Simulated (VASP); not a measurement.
Band structure of CaSe (space group Fm-3m). These are PBE GGA, VASP's PBE PAW potentials (set 64) (plane waves; VASP) values and carry that method's errors.

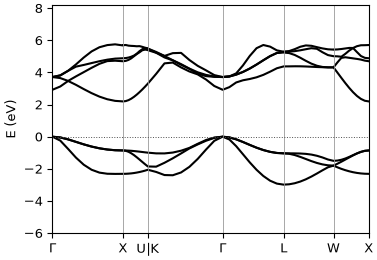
Bands along high-symmetry lines, zero at the valence-band maximum or, without a gap, the Fermi level

### Question
Read the plot: is there a gap, and where are the band edges?

### Answer
The gap is indirect, 2.20 eV, from the valence maximum at Γ to the conduction minimum at X.

The structure comes from a computed database's CaSe entry; how it stands against other phases isn't given here. The cell was not relaxed at this level.
